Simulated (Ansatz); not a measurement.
# TiCl2: a series of runs

A sequence of runs on TiCl2, in the order made. Open shells can settle in several states, so each run is read by itself.

Method: DFT PBEsol, scalar-relativistic, plane waves, PAW, in Ansatz 0.2.0.

1 further run of the same task is left out (set aside as unsound or not needed).

## 1. Starting point

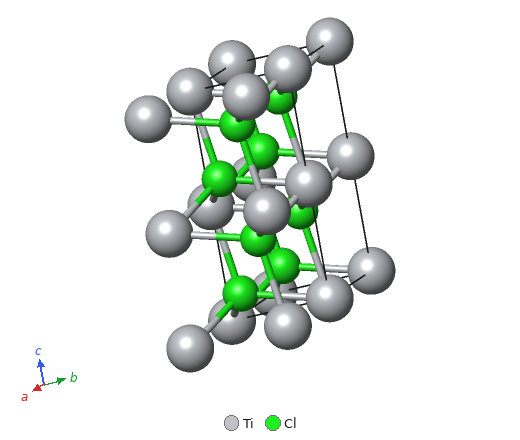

The starting structure, seen slightly off an axis (titanium light grey, chlorine green). 2×1×1 cells are drawn. Atoms on the faces are drawn again on the opposite ones.

As a file:

```cif
data_structure
_symmetry_space_group_name_H-M 'Fm-3m'
_symmetry_Int_Tables_number 225
_cell_length_a 5.6786
_cell_length_b 5.6786
_cell_length_c 5.6786
_cell_angle_alpha 90.000
_cell_angle_beta 90.000
_cell_angle_gamma 90.000
_cell_volume 183.11
loop_
_atom_site_label
_atom_site_type_symbol
_atom_site_symmetry_multiplicity
_atom_site_Wyckoff_symbol
_atom_site_fract_x
_atom_site_fract_y
_atom_site_fract_z
_atom_site_occupancy
Ti1 Ti 4 a 0.00000 0.00000 0.00000 1
Cl1 Cl 8 c 0.75000 0.75000 0.25000 1
```

## 2. Volume dafm0: 0.8 V/V0

File input.yaml:

```yaml
crystal:
  lattice:
    - [0.0, 2.8392792631, 2.8392792631]
    - [2.8392792631, 0.0, 2.8392792631]
    - [5.6785585262, 5.6785585262, 0.0]
  atoms:
    - { symbol: Ti, position: [1.0, 0.0, 0.0], spin: 1.0 }
    - { symbol: Cl, position: [0.25, 0.25, 0.125] }
    - { symbol: Cl, position: [0.75, 0.75, 0.375] }
    - { symbol: Ti, position: [1.0, 0.0, 0.5], spin: -1.0 }
    - { symbol: Cl, position: [0.25, 0.25, 0.625] }
    - { symbol: Cl, position: [0.75, 0.75, 0.875] }
basis:
  ecutwfc: 420
kpoints:
  mp_grid: { grid: [8, 8, 4] }
hamiltonian:
  xc: pbesol
scf:
  occupations: { method: gaussian, width: 0.02 }
output:
  forces: true
  stress: true
  eigenvalues: true
  populations: true
magnetization:
  spin_polarized: true
```

Launch:

```sh
$ ansatz run input.yaml --threads 1 --pin off --max-ram 2560MiB --backend cpu --events-out ev --progress --plain --runs-dir out
```

Standard output (excerpt; [...] marks lines left out):

```text
Warning: RAYON_NUM_THREADS=1 ignored (pool sized by the plan → 1); use --threads N
[...]
Pseudopotentials: kind: paw
Pseudopotential: Ti, paw, valence charge 12, recommended cutoff 420 eV (normal), Ti.paw.azcp
Pseudopotential: Cl, paw, valence charge 7, recommended cutoff 420 eV (normal), Cl.paw.azcp
Functional definition: PBEsol
[...]
Crystal: 6 atoms, lattice volume = 91.555 Å³
Basis set: ecut = 420 eV, 1779 PW (Γ), exchange–correlation on 54×54×108 points (8 copies of the dense FFT grid, shifted against one another)
Bands: 33, of which v1, the nominal top of the filled ones, is band 26 counted from 1 (25 counted from 0)
Symmetry: 12 space group operations
Space group: R-3m (ITA 166), of the structure as read, at distance tolerance 4.5e-5 Å
Magnetic group: BNS 166.102 (UNI 1332), of the structure as read, at distance tolerance 4.5e-5 Å
k-points: 35 of 256
[...]
Starting moments: Σ|m| = 2 μB on 2 of 6 sites
Starting magnetic order: antiferromagnet; a translation exchanges its spin sublattices: spin-degenerate at every k-point
[...]
SCF iter   1: F=—  HF=-9196.109193 eV  |F-HF|=—  |Δ(HF+E_count)|=         —  Δρ=7.13e-2 (↑7.13e-2 ↓7.13e-2)  dr2=1.87e1  dr2_m=1.35e0  M=0.000 μB ∫|m|=3.724 μB  β_m=0.30  ethr=3.10e-3  ⟨swp⟩=6.2  Hψ=4835  notcnv=0
[...]
spin=Collinear: Resta preconditioning applied to the charge; magnetization (m = ρ↑ − ρ↓) channel mixes plain (no charge-response kernel on spin).
[...]
WARN: an SCF from ferromagnetic starting moments (-1.47, 0.00, 0.00, -1.47, 0.00, 0.00 Bohr magnetons, atom by atom) was not made, by what the run has read of turns of its moments that order reads lower: the deck asks for what bars it, or types moments that do [...]
SCF converged after 10 iterations
Magnetization: 0.0000 μB (26.0000 up, 26.0000 down)
Absolute magnetization: 3.6476 μB (∫|ρ↑−ρ↓|, with the PAW one-centre terms)
Spin contamination: 1.8861 ħ² per cell (⟨S²⟩ above its minimum at these occupations)
Per-site moments (μB) at R_I (Å): [(1.2648906750649083, 1.0142912877417214), (0.009628730754194603, 1.0142912877417214), (-0.009628730754194736, 1.0142912877417214), (-1.2648906750649083, 1.0142912877417214), (-0.009628730754194586, 1.0142912877417214), (0.00962873075419464, 1.0142912877417214)]
Free energy (F): -9196.733129 eV
[...]
E sigma→0 (E₀):  -9196.733129 eV
Fermi energy:    12.943472 eV
[...]
--- Forces (eV/Å), atoms counted from 1 ---
  atom   1  Ti    -0.00000000     0.00000000     0.00000000
  atom   2  Cl    -0.06578889    -0.06578889     0.06578889
  atom   3  Cl     0.06578889     0.06578889    -0.06578889
  atom   4  Ti     0.00000000    -0.00000000     0.00000000
  atom   5  Cl    -0.06578889    -0.06578889     0.06578889
  atom   6  Cl     0.06578889     0.06578889    -0.06578889
[...]
--- Stress (GPa, compression-positive) ---
       24.518231       0.000213      -0.000213
        0.000213      24.518231      -0.000213
       -0.000213      -0.000213      24.518231
  P = ⅓ Tr σ = 24.5182 GPa (245.182 kbar)
--- Band table (eV; the first three rows and the last of 70) ---
[...]
--- Löwdin populations: 6 sites ---
  site symbol       q [e]    m [muB]
     0     Ti     11.4683     1.7777
     1     Cl      7.1613    -0.0110
     2     Cl      7.1613     0.0110
     3     Ti     11.4683    -1.7777
     4     Cl      7.1613     0.0110
     5     Cl      7.1613    -0.0110
  spilling = 0.008046 (of n_electrons = 52.000000)
```

Caution: the run may have ended on a state that is not the lowest.

It took 17 s on 1 thread of Intel Xeon Platinum 8259CL at 2.50GHz (Skylake/Cascade Lake), shared host; peak memory 0.54 GiB.

## 3. Volume dafm0: 0.86 V/V0

Edit input.yaml of step 2 so:

```diff
@@ -2,5 +2,5 @@
   lattice:
-    - [0.0, 2.8392792631, 2.8392792631]
-    - [2.8392792631, 0.0, 2.8392792631]
-    - [5.6785585262, 5.6785585262, 0.0]
+    - [0.0, 2.9085571299, 2.9085571299]
+    - [2.9085571299, 0.0, 2.9085571299]
+    - [5.8171142597, 5.8171142597, 0.0]
   atoms:
```

Launch:

```sh
$ ansatz run input.yaml --threads 1 --pin off --max-ram 2560MiB --backend cpu --events-out ev --progress --plain --runs-dir out
```

Standard output (excerpt; [...] marks lines left out):

```text
Warning: RAYON_NUM_THREADS=1 ignored (pool sized by the plan → 1); use --threads N
[...]
[... 4 set-up lines as earlier in the session ...]
[...]
Crystal: 6 atoms, lattice volume = 98.422 Å³
Basis set: ecut = 420 eV, 1901 PW (Γ), exchange–correlation on 60×60×120 points (8 copies of the dense FFT grid, shifted against one another)
Bands: 33, of which v1, the nominal top of the filled ones, is band 26 counted from 1 (25 counted from 0)
[... 1 set-up line as earlier in the session ...]
Space group: R-3m (ITA 166), of the structure as read, at distance tolerance 4.6e-5 Å
Magnetic group: BNS 166.102 (UNI 1332), of the structure as read, at distance tolerance 4.6e-5 Å
k-points: 35 of 256
[...]
Starting moments: Σ|m| = 2 μB on 2 of 6 sites
Starting magnetic order: antiferromagnet; a translation exchanges its spin sublattices: spin-degenerate at every k-point
[...]
WARN: an SCF from ferromagnetic starting moments (-1.53, 0.00, 0.00, -1.53, 0.00, 0.00 Bohr magnetons, atom by atom) was not made, by what the run has read of turns of its moments that order reads lower: the deck asks for what bars it, or types moments that do [...]
Free energy (F): -9197.547622 eV
[...]
E sigma→0 (E₀):  -9197.547622 eV
Fermi energy:    11.842361 eV
[...]
--- Forces (eV/Å), atoms counted from 1 ---
  atom   1  Ti     0.00000000     0.00000000    -0.00000000
  atom   2  Cl    -0.05000051    -0.05000051     0.05000051
  atom   3  Cl     0.05000051     0.05000051    -0.05000051
  atom   4  Ti     0.00000000    -0.00000000    -0.00000000
  atom   5  Cl    -0.05000051    -0.05000051     0.05000051
  atom   6  Cl     0.05000051     0.05000051    -0.05000051
[...]
--- Stress (GPa, compression-positive) ---
       14.099665       0.027345      -0.027345
        0.027345      14.099665      -0.027345
       -0.027345      -0.027345      14.099665
  P = ⅓ Tr σ = 14.0997 GPa (140.997 kbar)
--- Band table (eV; the first three rows and the last of 70) ---
[...]
--- Löwdin populations: 6 sites ---
  site symbol       q [e]    m [muB]
     0     Ti     11.3940     1.8401
     1     Cl      7.2115    -0.0135
     2     Cl      7.2115     0.0135
     3     Ti     11.3940    -1.8401
     4     Cl      7.2115     0.0135
     5     Cl      7.2115    -0.0135
  spilling = 0.007041 (of n_electrons = 52.000000)
```

Caution: the run may have ended on a state that is not the lowest.

Wall time 21 s (1 thread of Intel Xeon Platinum 8259CL at 2.50GHz (Skylake/Cascade Lake), shared host); peak memory 0.56 GiB.

## 4. Volume dafm0: 0.92 V/V0

Edit input.yaml of step 3 so:

```diff
@@ -2,5 +2,5 @@
   lattice:
-    - [0.0, 2.9085571299, 2.9085571299]
-    - [2.9085571299, 0.0, 2.9085571299]
-    - [5.8171142597, 5.8171142597, 0.0]
+    - [0.0, 2.9746832225, 2.9746832225]
+    - [2.9746832225, 0.0, 2.9746832225]
+    - [5.9493664449, 5.9493664449, 0.0]
   atoms:
```

Launch:

```sh
$ ansatz run input.yaml --threads 1 --pin off --max-ram 2560MiB --backend cpu --events-out ev --progress --plain --runs-dir out
```

Standard output (excerpt; [...] marks lines left out):

```text
Warning: RAYON_NUM_THREADS=1 ignored (pool sized by the plan → 1); use --threads N
[...]
[... 4 set-up lines as earlier in the session ...]
[...]
Crystal: 6 atoms, lattice volume = 105.289 Å³
Basis set: ecut = 420 eV, 2021 PW (Γ), exchange–correlation on 60×60×120 points (8 copies of the dense FFT grid, shifted against one another)
Bands: 33, of which v1, the nominal top of the filled ones, is band 26 counted from 1 (25 counted from 0)
[... 1 set-up line as earlier in the session ...]
Space group: R-3m (ITA 166), of the structure as read, at distance tolerance 4.7e-5 Å
Magnetic group: BNS 166.102 (UNI 1332), of the structure as read, at distance tolerance 4.7e-5 Å
k-points: 35 of 256
[...]
Starting moments: Σ|m| = 2 μB on 2 of 6 sites
Starting magnetic order: antiferromagnet; a translation exchanges its spin sublattices: spin-degenerate at every k-point
[...]
WARN: an SCF from ferromagnetic starting moments (-1.58, 0.00, 0.00, -1.58, 0.00, 0.00 Bohr magnetons, atom by atom) was not made, by what the run has read of turns of its moments that order reads lower: the deck asks for what bars it, or types moments that do [...]
Free energy (F): -9197.985089 eV
[...]
E sigma→0 (E₀):  -9197.985089 eV
Fermi energy:    10.859221 eV
[...]
--- Forces (eV/Å), atoms counted from 1 ---
  atom   1  Ti    -0.00000000     0.00000000    -0.00000000
  atom   2  Cl    -0.03829898    -0.03829898     0.03829898
  atom   3  Cl     0.03829898     0.03829898    -0.03829898
  atom   4  Ti    -0.00000000     0.00000000     0.00000000
  atom   5  Cl    -0.03829898    -0.03829898     0.03829898
  atom   6  Cl     0.03829898     0.03829898    -0.03829898
[...]
--- Stress (GPa, compression-positive) ---
        6.735262       0.040967      -0.040967
        0.040967       6.735262      -0.040967
       -0.040967      -0.040967       6.735262
  P = ⅓ Tr σ = 6.7353 GPa (67.353 kbar)
--- Band table (eV; the first three rows and the last of 70) ---
[...]
--- Löwdin populations: 6 sites ---
  site symbol       q [e]    m [muB]
     0     Ti     11.3280     1.8883
     1     Cl      7.2549    -0.0154
     2     Cl      7.2549     0.0154
     3     Ti     11.3280    -1.8883
     4     Cl      7.2549     0.0154
     5     Cl      7.2549    -0.0154
  spilling = 0.006243 (of n_electrons = 52.000000)
```

Caution: the run may have ended on a state that is not the lowest.

It took 20 s on 1 thread of Intel Xeon Platinum 8259CL at 2.50GHz (Skylake/Cascade Lake), shared host; peak memory 0.57 GiB.

## 5. Volume dafm0: 0.96 V/V0

Edit input.yaml of step 4 so:

```diff
@@ -2,5 +2,5 @@
   lattice:
-    - [0.0, 2.9746832225, 2.9746832225]
-    - [2.9746832225, 0.0, 2.9746832225]
-    - [5.9493664449, 5.9493664449, 0.0]
+    - [0.0, 3.0171844392, 3.0171844392]
+    - [3.0171844392, 0.0, 3.0171844392]
+    - [6.0343688784, 6.0343688784, 0.0]
   atoms:
```

Launch:

```sh
$ ansatz run input.yaml --threads 1 --pin off --max-ram 2560MiB --backend cpu --events-out ev --progress --plain --runs-dir out
```

Standard output (excerpt; [...] marks lines left out):

```text
Warning: RAYON_NUM_THREADS=1 ignored (pool sized by the plan → 1); use --threads N
[...]
[... 4 set-up lines as earlier in the session ...]
[...]
Crystal: 6 atoms, lattice volume = 109.867 Å³
Basis set: ecut = 420 eV, 2135 PW (Γ), exchange–correlation on 60×60×120 points (8 copies of the dense FFT grid, shifted against one another)
Bands: 33, of which v1, the nominal top of the filled ones, is band 26 counted from 1 (25 counted from 0)
[... 1 set-up line as earlier in the session ...]
Space group: R-3m (ITA 166), of the structure as read, at distance tolerance 4.8e-5 Å
Magnetic group: BNS 166.102 (UNI 1332), of the structure as read, at distance tolerance 4.8e-5 Å
k-points: 35 of 256
[...]
Starting moments: Σ|m| = 2 μB on 2 of 6 sites
Starting magnetic order: antiferromagnet; a translation exchanges its spin sublattices: spin-degenerate at every k-point
[...]
WARN: an SCF from ferromagnetic starting moments (-1.60, 0.00, 0.00, -1.60, 0.00, 0.00 Bohr magnetons, atom by atom) was not made, by what the run has read of turns of its moments that order reads lower: the deck asks for what bars it, or types moments that do [...]
Free energy (F): -9198.122880 eV
[...]
E sigma→0 (E₀):  -9198.122880 eV
Fermi energy:    10.252736 eV
[...]
--- Forces (eV/Å), atoms counted from 1 ---
  atom   1  Ti     0.00000000    -0.00000000     0.00000000
  atom   2  Cl    -0.03226267    -0.03226267     0.03226267
  atom   3  Cl     0.03226267     0.03226267    -0.03226267
  atom   4  Ti     0.00000000     0.00000000     0.00000000
  atom   5  Cl    -0.03226267    -0.03226267     0.03226267
  atom   6  Cl     0.03226267     0.03226267    -0.03226267
[...]
--- Stress (GPa, compression-positive) ---
        3.049004       0.045402      -0.045402
        0.045402       3.049004      -0.045402
       -0.045402      -0.045402       3.049004
  P = ⅓ Tr σ = 3.0490 GPa (30.490 kbar)
--- Band table (eV; the first three rows and the last of 70) ---
[...]
--- Löwdin populations: 6 sites ---
  site symbol       q [e]    m [muB]
     0     Ti     11.2879     1.9145
     1     Cl      7.2806    -0.0165
     2     Cl      7.2806     0.0165
     3     Ti     11.2879    -1.9145
     4     Cl      7.2806     0.0165
     5     Cl      7.2806    -0.0165
  spilling = 0.005805 (of n_electrons = 52.000000)
```

Caution: the run may have ended on a state that is not the lowest.

Run time: 21 s. Hardware: 1 thread of Intel Xeon Platinum 8259CL at 2.50GHz (Skylake/Cascade Lake), shared host; peak memory 0.57 GiB.

## 6. Volume dafm0: 1.04 V/V0

Edit input.yaml of step 5 so:

```diff
@@ -2,5 +2,5 @@
   lattice:
-    - [0.0, 3.0171844392, 3.0171844392]
-    - [3.0171844392, 0.0, 3.0171844392]
-    - [6.0343688784, 6.0343688784, 0.0]
+    - [0.0, 3.0987691808, 3.0987691808]
+    - [3.0987691808, 0.0, 3.0987691808]
+    - [6.1975383615, 6.1975383615, 0.0]
   atoms:
```

Launch:

```sh
$ ansatz run input.yaml --threads 1 --pin off --max-ram 2560MiB --backend cpu --events-out ev --progress --plain --runs-dir out
```

Standard output (excerpt; [...] marks lines left out):

```text
Warning: RAYON_NUM_THREADS=1 ignored (pool sized by the plan → 1); use --threads N
[...]
[... 4 set-up lines as earlier in the session ...]
[...]
Crystal: 6 atoms, lattice volume = 119.022 Å³
Basis set: ecut = 420 eV, 2381 PW (Γ), exchange–correlation on 60×60×120 points (8 copies of the dense FFT grid, shifted against one another)
Bands: 33, of which v1, the nominal top of the filled ones, is band 26 counted from 1 (25 counted from 0)
[... 1 set-up line as earlier in the session ...]
Space group: R-3m (ITA 166), of the structure as read, at distance tolerance 4.9e-5 Å
Magnetic group: BNS 166.102 (UNI 1332), of the structure as read, at distance tolerance 4.9e-5 Å
k-points: 35 of 256
[...]
Starting moments: Σ|m| = 2 μB on 2 of 6 sites
Starting magnetic order: antiferromagnet; a translation exchanges its spin sublattices: spin-degenerate at every k-point
[...]
WARN: an SCF from ferromagnetic starting moments (-1.64, 0.00, 0.00, -1.64, 0.00, 0.00 Bohr magnetons, atom by atom) was not made, by what the run has read of turns of its moments that order reads lower: the deck asks for what bars it, or types moments that do [...]
Free energy (F): -9198.134415 eV
[...]
E sigma→0 (E₀):  -9198.134415 eV
Fermi energy:    9.110692 eV
[...]
--- Forces (eV/Å), atoms counted from 1 ---
  atom   1  Ti     0.00000000     0.00000000     0.00000000
  atom   2  Cl    -0.02329138    -0.02329138     0.02329138
  atom   3  Cl     0.02329138     0.02329138    -0.02329138
  atom   4  Ti    -0.00000000     0.00000000    -0.00000000
  atom   5  Cl    -0.02329138    -0.02329138     0.02329138
  atom   6  Cl     0.02329138     0.02329138    -0.02329138
[...]
--- Stress (GPa, compression-positive) ---
       -2.250963       0.047871      -0.047871
        0.047871      -2.250963      -0.047871
       -0.047871      -0.047871      -2.250963
  P = ⅓ Tr σ = -2.2510 GPa (-22.510 kbar)
--- Band table (eV; the first three rows and the last of 70) ---
[...]
--- Löwdin populations: 6 sites ---
  site symbol       q [e]    m [muB]
     0     Ti     11.2155     1.9562
     1     Cl      7.3258    -0.0182
     2     Cl      7.3258     0.0182
     3     Ti     11.2155    -1.9562
     4     Cl      7.3258     0.0182
     5     Cl      7.3258    -0.0182
  spilling = 0.005115 (of n_electrons = 52.000000)
```

Caution: the run may have ended on a state that is not the lowest.

Wall time 24 s (1 thread of Intel Xeon Platinum 8259CL at 2.50GHz (Skylake/Cascade Lake), shared host); peak memory 0.57 GiB.

## 7. Volume dafm0: 1.1 V/V0

Edit input.yaml of step 6 so:

```diff
@@ -2,5 +2,5 @@
   lattice:
-    - [0.0, 3.0987691808, 3.0987691808]
-    - [3.0987691808, 0.0, 3.0987691808]
-    - [6.1975383615, 6.1975383615, 0.0]
+    - [0.0, 3.1572502763, 3.1572502763]
+    - [3.1572502763, 0.0, 3.1572502763]
+    - [6.3145005527, 6.3145005527, 0.0]
   atoms:
```

Launch:

```sh
$ ansatz run input.yaml --threads 1 --pin off --max-ram 2560MiB --backend cpu --events-out ev --progress --plain --runs-dir out
```

Standard output (excerpt; [...] marks lines left out):

```text
Warning: RAYON_NUM_THREADS=1 ignored (pool sized by the plan → 1); use --threads N
[...]
[... 4 set-up lines as earlier in the session ...]
[...]
Crystal: 6 atoms, lattice volume = 125.889 Å³
Basis set: ecut = 420 eV, 2467 PW (Γ), exchange–correlation on 60×60×120 points (8 copies of the dense FFT grid, shifted against one another)
Bands: 33, of which v1, the nominal top of the filled ones, is band 26 counted from 1 (25 counted from 0)
[... 1 set-up line as earlier in the session ...]
Space group: R-3m (ITA 166), of the structure as read, at distance tolerance 5.0e-5 Å
Magnetic group: BNS 166.102 (UNI 1332), of the structure as read, at distance tolerance 5.0e-5 Å
k-points: 35 of 256
[...]
Starting moments: Σ|m| = 2 μB on 2 of 6 sites
Starting magnetic order: antiferromagnet; a translation exchanges its spin sublattices: spin-degenerate at every k-point
[...]
WARN: an SCF from ferromagnetic starting moments (-1.67, 0.00, 0.00, -1.67, 0.00, 0.00 Bohr magnetons, atom by atom) was not made, by what the run has read of turns of its moments that order reads lower: the deck asks for what bars it, or types moments that do [...]
Free energy (F): -9197.977339 eV
[...]
E sigma→0 (E₀):  -9197.977339 eV
Fermi energy:    8.324888 eV
[...]
--- Forces (eV/Å), atoms counted from 1 ---
  atom   1  Ti     0.00000000     0.00000000     0.00000000
  atom   2  Cl    -0.01852498    -0.01852498     0.01852498
  atom   3  Cl     0.01852498     0.01852498    -0.01852498
  atom   4  Ti    -0.00000000     0.00000000     0.00000000
  atom   5  Cl    -0.01852498    -0.01852498     0.01852498
  atom   6  Cl     0.01852498     0.01852498    -0.01852498
[...]
--- Stress (GPa, compression-positive) ---
       -4.928724       0.046634      -0.046634
        0.046634      -4.928724      -0.046634
       -0.046634      -0.046634      -4.928724
  P = ⅓ Tr σ = -4.9287 GPa (-49.287 kbar)
--- Band table (eV; the first three rows and the last of 70) ---
[...]
--- Löwdin populations: 6 sites ---
  site symbol       q [e]    m [muB]
     0     Ti     11.1672     1.9802
     1     Cl      7.3549    -0.0192
     2     Cl      7.3549     0.0192
     3     Ti     11.1672    -1.9802
     4     Cl      7.3549     0.0192
     5     Cl      7.3549    -0.0192
  spilling = 0.004728 (of n_electrons = 52.000000)
```

Caution: the run may have ended on a state that is not the lowest.

Run time: 23 s. Hardware: 1 thread of Intel Xeon Platinum 8259CL at 2.50GHz (Skylake/Cascade Lake), shared host; peak memory 0.59 GiB.

## 8. Results

| step | level | volume (Å³/atom) | pressure (GPa) | gap on the mesh (eV) | largest spin moment (μB) | time |
| --- | --- | --- | --- | --- | --- | --- |
| 2 | PBEsol, scalar-relativistic | 15.259 | 24.5 | 0.62 | 1.26 | 17 s |
| 3 | PBEsol, scalar-relativistic | 16.404 | 14.1 | 0.77 | 1.35 | 21 s |
| 4 | PBEsol, scalar-relativistic | 17.548 | 6.7 | 0.89 | 1.42 | 20 s |
| 5 | PBEsol, scalar-relativistic | 18.311 | 3.0 | 0.94 | 1.46 | 21 s |
| 6 | PBEsol, scalar-relativistic | 19.837 | -2.3 | 0.94 | 1.53 | 24 s |
| 7 | PBEsol, scalar-relativistic | 20.981 | -4.9 | 0.90 | 1.57 | 23 s |

Each row holds for the state that its run reached, which need not be the ground state, so the rows aren't joined into a trend here.

The gaps are Kohn-Sham values of a semilocal functional, not quasiparticle or optical gaps. Such gaps usually fall short of the measured ones.
